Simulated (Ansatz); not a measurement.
Nudged elastic band of ZrHClF4

System: ZrHClF4.
Method: RHF/def2-SVP (Ansatz 0.2.0).

One setting was made poor on purpose. It belongs to a series of runs on one base structure; here: band between the two ends. Figures and captions count atoms from 1; the log counts them from 0 in places.

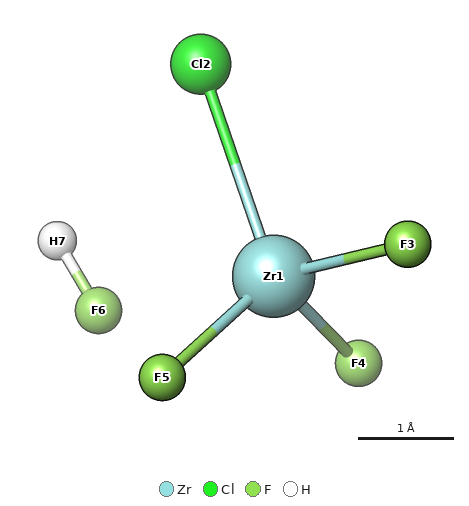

Figure 1. The input geometry (ball-and-stick view, seen at a tilt; atoms are numbered from 1 in the order of the input). Sticks mark near contacts. Bond lengths as drawn: Cl–Zr 2.42 Å, F–H 0.91 Å and F–Zr 1.89 to 1.90 Å.

## The input
```yaml
crystal:
  periodic: [false, false, false]
  atoms:
    - { symbol: Zr, position_ang: [0.022731, 0.0, 0.076707] }
    - { symbol: Cl, position_ang: [0.371132, 0.0, 2.466869] }
    - { symbol: F, position_ang: [1.796358, 0.0, -0.57904] }
    - { symbol: F, position_ang: [-0.671591, 1.603567, -0.665205] }
    - { symbol: F, position_ang: [-0.671591, -1.603567, -0.665205] }
    - { symbol: F, position_ang: [-2.249079, 0.0, 1.000529] }
    - { symbol: H, position_ang: [-2.339061, 0.0, 1.907846] }
basis:
  gaussian: { orbitals: def2-SVP }
hamiltonian:
  xc: hf
neb:
  order_check: false
  images: 5
  f_tol: 0.5
  max_iterations: 60
  final_atoms:
    - { symbol: Zr, position_ang: [-0.39656354, 0.0, -0.6298168] }
    - { symbol: Cl, position_ang: [-0.30970019, 0.0, 3.70700586] }
    - { symbol: F, position_ang: [1.37074258, 0.0, 0.0548973] }
    - { symbol: F, position_ang: [-0.65108691, 1.546569, -1.69829543] }
    - { symbol: F, position_ang: [-0.65108691, -1.546569, -1.69829543] }
    - { symbol: F, position_ang: [-1.70593123, 0.0, 0.76347824] }
    - { symbol: H, position_ang: [-1.3974748, 0.0, 3.04352727] }
  initial_path:
    images:
      - { positions_ang: [[0.022731, 0.0, 0.076707], [0.371132, 0.0, 2.466869], [1.796358, 0.0, -0.57904], [-0.671591, 1.603567, -0.665205], [-0.671591, -1.603567, -0.665205], [-2.249079, 0.0, 1.000529], [-2.339061, 0.0, 1.907846]] }
      - { positions_ang: [[0.01780145, 0.0, 0.05397866], [0.23492791, 0.0, 2.60396684], [1.82598635, 0.0, -0.59307514], [-0.75242943, 1.60761133, -0.66528847], [-0.75242943, -1.60761133, -0.66528847], [-2.22167415, 0.0, 0.89804858], [-2.0932837, 0.0, 1.91015899]] }
      - { positions_ang: [[0.0128719, 0.0, 0.03125033], [0.09872383, 0.0, 2.74106468], [1.85561469, 0.0, -0.60711027], [-0.83326786, 1.61165567, -0.66537194], [-0.83326786, -1.61165567, -0.66537194], [-2.1942693, 0.0, 0.79556815], [-1.8475064, 0.0, 1.91247198]] }
      - { positions_ang: [[0.00794236, 0.0, 0.00852199], [-0.03748026, 0.0, 2.87816252], [1.88524304, 0.0, -0.62114541], [-0.9141063, 1.6157, -0.66545541], [-0.9141063, -1.6157, -0.66545541], [-2.16686445, 0.0, 0.69308773], [-1.6017291, 0.0, 1.91478497]] }
      - { positions_ang: [[-0.12689294, 0.0, -0.20425761], [-0.12822024, 0.0, 3.15444363], [1.71374289, 0.0, -0.39579784], [-0.82643317, 1.59265633, -1.00973541], [-0.82643317, -1.59265633, -1.00973541], [-2.01322004, 0.0, 0.71655123], [-1.53364433, 0.0, 2.29103241]] }
      - { positions_ang: [[-0.26172824, 0.0, -0.4170372], [-0.21896021, 0.0, 3.43072475], [1.54224273, 0.0, -0.17045027], [-0.73876004, 1.56961267, -1.35401542], [-0.73876004, -1.56961267, -1.35401542], [-1.85957563, 0.0, 0.74001474], [-1.46555957, 0.0, 2.66727984]] }
      - { positions_ang: [[-0.39656354, 0.0, -0.6298168], [-0.30970019, 0.0, 3.70700586], [1.37074258, 0.0, 0.0548973], [-0.65108691, 1.546569, -1.69829543], [-0.65108691, -1.546569, -1.69829543], [-1.70593123, 0.0, 0.76347824], [-1.3974748, 0.0, 3.04352727]] }
```

Run as:
```bash
ansatz run input.yaml --threads 2 --pin off --max-ram 3072MiB --backend cpu --events-out ev --progress --plain --runs-dir out
```

## The program's output
```
Engine: ansatz 0.2.0, aarch64-unknown-linux-gnu
Functional definition: HF
  exchange = exact_x
  correlation = 0
1134 factors; integrals over basis functions are off by at most 2.7e-4 eV
mean field evaluation 1: about -24599.8772 eV, gradient 5.6e1 eV
mean field evaluation 2: about -24599.9850 eV, gradient 5.6e1 eV
mean field evaluation 4: about -24605.8158 eV, gradient 2.5e0 eV
mean field evaluation 8: about -24605.8644 eV, gradient 8.5e-2 eV
mean field -24605.86441767 eV, -904.2488388955 hartree, gradient 8.7e-5 eV, S^2 0.000000; 0 other end points of the search recorded, 0 dependent functions left out
the calculation of the forces begins
reference -24605.86441767 eV, -904.2488388955 hartree; 33, 33 occupied and 77, 77 virtual orbitals, 1134 factors
1138 factors; integrals over basis functions are off by at most 7.0e-4 eV
mean field evaluation 16: about -24602.0760 eV, gradient 4.9e1 eV
mean field -24605.66999118 eV, -904.2416938538 hartree, gradient 2.3e-5 eV, S^2 0.000000; 0 other end points of the search recorded, 0 dependent functions left out
[... from here on the field's lines of each further geometry are left out, up to the last ...]
NEB iter   1: max|band force component| = 5.280e0 eV/Å  barrier→ = 3.1717 eV  barrier← = 2.9773 eV  Δτ_max = 0.2000 Å  (283 SCF iters)
NEB iter   2: max|band force component| = 2.673e0 eV/Å  barrier→ = 1.5714 eV  barrier← = 1.3770 eV  Δτ_max = 0.2000 Å  (200 SCF iters)
NEB iter   3: max|band force component| = 3.768e0 eV/Å  barrier→ = 1.4282 eV  barrier← = 1.2338 eV  Δτ_max = 0.0980 Å  (195 SCF iters)
NEB iter   4: max|band force component| = 9.255e-1 eV/Å  barrier→ = 1.0423 eV  barrier← = 0.8479 eV  Δτ_max = 0.1955 Å  (194 SCF iters)
NEB iter   5: max|band force component| = 7.943e-1 eV/Å  barrier→ = 0.8569 eV  barrier← = 0.6625 eV  Δτ_max = 0.0999 Å  (191 SCF iters)
NEB iter   6: max|band force component| = 5.655e-1 eV/Å  barrier→ = 0.7250 eV  barrier← = 0.5306 eV  Δτ_max = 0.0991 Å  (193 SCF iters)
NEB iter   7: max|band force component| = 5.104e-1 eV/Å  barrier→ = 0.5866 eV  barrier← = 0.3922 eV  Δτ_max = 0.0527 Å  (195 SCF iters)
NEB iter   8: max|band force component| = 8.465e-1 eV/Å  barrier→ = 0.5966 eV  barrier← = 0.4022 eV  CI = image 2  Δτ_max = 0.1007 Å  (196 SCF iters)
NEB iter   9: max|band force component| = 7.526e-1 eV/Å  barrier→ = 0.7610 eV  barrier← = 0.5666 eV  CI = image 2  Δτ_max = 0.0503 Å  (195 SCF iters)
NEB iter  10: max|band force component| = 6.538e-1 eV/Å  barrier→ = 0.8373 eV  barrier← = 0.6429 eV  CI = image 2  Δτ_max = 0.0502 Å  (196 SCF iters)
the calculation of the forces begins
reference -24605.65380125 eV, -904.2410988849 hartree; 33, 33 occupied and 77, 77 virtual orbitals, 1139 factors
1136 factors; integrals over basis functions are off by at most 8.5e-4 eV
mean field evaluation 704: about -24604.9894 eV, gradient 1.4e0 eV
mean field -24604.99273674 eV, -904.2168052122 hartree, gradient 1.3e-5 eV, S^2 0.000000; 1 other end points of the search recorded, 0 dependent functions left out
the calculation of the forces begins
reference -24604.99273674 eV, -904.2168052122 hartree; 33, 33 occupied and 77, 77 virtual orbitals, 1136 factors
NEB iter  11: max|band force component| = 4.313e-1 eV/Å  barrier→ = 0.8717 eV  barrier← = 0.6773 eV  CI = image 2  Δτ_max = 0.0000 Å  (516 SCF iters)
```

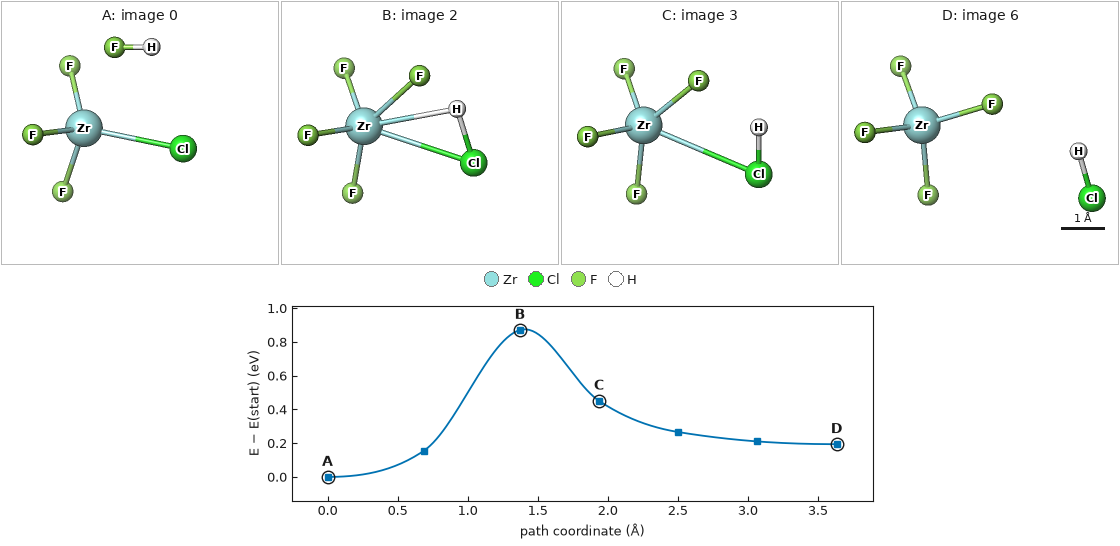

Figure 2. Images of the last band (counted from 0; ball-and-stick, seen at a tilt) above the energy along the path; the line is a cubic interpolation that uses the forces. The highest image is number 2, 0.872 eV above the start and 0.677 eV above the end (the climbing image); the end lies 0.194 eV above the start. The path is 3.64 Å long. The band converged in 11 iterations.

```
Total energy: -24604.99273674 eV, -904.2168052122 hartree
Atom 0 at    -0.315548    -0.000000    -0.065994 Å, force     0.263662    -0.000000    -0.069012 eV/Å
Atom 1 at    -0.064793    -0.000000     2.645687 Å, force     0.482588    -0.000000     0.099290 eV/Å
Atom 2 at     1.579304     0.000000    -0.123931 Å, force    -0.005708    -0.000000     0.017385 eV/Å
Atom 3 at    -0.725960     1.565167    -1.040452 Å, force    -0.019505    -0.052409     0.024847 eV/Å
Atom 4 at    -0.725960    -1.565167    -1.040452 Å, force    -0.019505     0.052409     0.024847 eV/Å
Atom 5 at    -2.067481     0.000000     1.086291 Å, force    -0.413346     0.000000    -0.165117 eV/Å
Atom 6 at    -1.420662    -0.000000     2.081351 Å, force    -0.288185     0.000000     0.067759 eV/Å
Dipole moment:    -0.200864    -0.000000     0.276914 e Å
this run last wrote the band of iteration 11 to [file]
```

## The last band as extended XYZ (Å, eV, eV/Å)
```
7
Properties=species:S:1:pos:R:3:forces:R:3 image=0 energy=-24605.86442
Zr    0.0227    0.0000    0.0767   -0.0045   0.0000   0.0021
Cl    0.3711    0.0000    2.4669   -0.0009   0.0000  -0.0023
F     1.7964    0.0000   -0.5790    0.0031   0.0000  -0.0035
F    -0.6716    1.6036   -0.6652    0.0017   0.0079   0.0021
F    -0.6716   -1.6036   -0.6652    0.0017  -0.0079   0.0021
F    -2.2491    0.0000    1.0005   -0.0001   0.0000  -0.0011
H    -2.3391    0.0000    1.9078   -0.0010   0.0000   0.0005
7
Properties=species:S:1:pos:R:3:forces:R:3 image=1 energy=-24605.70913
Zr   -0.1140    0.0000    0.0280    0.1674   0.0000   0.0576
Cl    0.1513    0.0000    2.5034    0.2051   0.0000  -0.1161
F     1.7389    0.0000   -0.3087    0.1284   0.0000  -0.1707
F    -0.7130    1.5529   -0.8790    0.0034  -0.0131   0.1425
F    -0.7130   -1.5529   -0.8790    0.0034   0.0131   0.1425
F    -2.2092    0.0000    1.1041   -0.1218   0.0000   0.0122
H    -1.8821    0.0000    1.9736   -0.3858   0.0000  -0.0680
7
Properties=species:S:1:pos:R:3:forces:R:3 image=2 energy=-24604.99274
Zr   -0.3155    0.0000   -0.0660    0.2637   0.0000  -0.0690
Cl   -0.0648    0.0000    2.6457    0.4826   0.0000   0.0993
F     1.5793    0.0000   -0.1239   -0.0057   0.0000   0.0174
F    -0.7260    1.5652   -1.0405   -0.0195  -0.0524   0.0248
F    -0.7260   -1.5652   -1.0405   -0.0195   0.0524   0.0248
F    -2.0675    0.0000    1.0863   -0.4133   0.0000  -0.1651
H    -1.4207    0.0000    2.0814   -0.2882   0.0000   0.0678
7
Properties=species:S:1:pos:R:3:forces:R:3 image=3 energy=-24605.41264
Zr   -0.4139    0.0000   -0.1875   -0.0881   0.0000  -0.1447
Cl   -0.0243    0.0000    2.7185    0.1477   0.0000   0.1056
F     1.4945    0.0000   -0.0305   -0.0797   0.0000   0.1215
F    -0.7205    1.5865   -1.1704    0.0189   0.0071  -0.1355
F    -0.7205   -1.5865   -1.1704    0.0189  -0.0071  -0.1355
F    -2.0627    0.0000    0.8803   -0.0226   0.0000  -0.2319
H    -1.2937    0.0000    2.5024    0.0049   0.0000   0.4204
7
Properties=species:S:1:pos:R:3:forces:R:3 image=4 energy=-24605.59778
Zr   -0.4452    0.0000   -0.3258    0.0028   0.0000  -0.0526
Cl   -0.0316    0.0000    2.8638    0.0388   0.0000   0.0363
F     1.4145    0.0000    0.1070   -0.0264   0.0000   0.0305
F    -0.6689    1.5581   -1.3806    0.0047  -0.0102  -0.0537
F    -0.6689   -1.5581   -1.3806    0.0047   0.0102  -0.0537
F    -2.0335    0.0000    0.7688   -0.0032   0.0000  -0.0201
H    -1.3074    0.0000    2.8899   -0.0215   0.0000   0.1133
7
Properties=species:S:1:pos:R:3:forces:R:3 image=5 energy=-24605.65380
Zr   -0.4362    0.0000   -0.5051    0.0026   0.0000  -0.0261
Cl   -0.1095    0.0000    3.2614   -0.0058   0.0000   0.0433
F     1.3413    0.0000    0.1617   -0.0131   0.0000   0.0021
F    -0.6393    1.5489   -1.5805   -0.0006  -0.0017  -0.0238
F    -0.6393   -1.5489   -1.5805   -0.0006   0.0017  -0.0238
F    -1.8923    0.0000    0.7378    0.0138   0.0000   0.0004
H    -1.3658    0.0000    3.0477    0.0038   0.0000   0.0279
7
Properties=species:S:1:pos:R:3:forces:R:3 image=6 energy=-24605.66999
Zr   -0.3966    0.0000   -0.6298   -0.0029   0.0000  -0.0009
Cl   -0.3097    0.0000    3.7070   -0.0160   0.0000  -0.0084
F     1.3707    0.0000    0.0549    0.0025   0.0000  -0.0015
F    -0.6511    1.5466   -1.6983    0.0010   0.0000   0.0003
F    -0.6511   -1.5466   -1.6983    0.0010   0.0000   0.0003
F    -1.7059    0.0000    0.7635   -0.0005   0.0000   0.0046
H    -1.3975    0.0000    3.0435    0.0150   0.0000   0.0056
```

## Key numbers

```csv
quantity,value
outcome,converged
"barrier, forward",0.872 eV
"barrier, backward",0.677 eV
hardware,"2 threads of Arm Neoverse N1, 24 GiB of memory available, shared host"
wall time,2.7 min (CPU time 5.1 min)
peak memory,0.24 GiB
```

## Notes

A deliberately poor setting: loose force. The order of the saddle point was not checked.
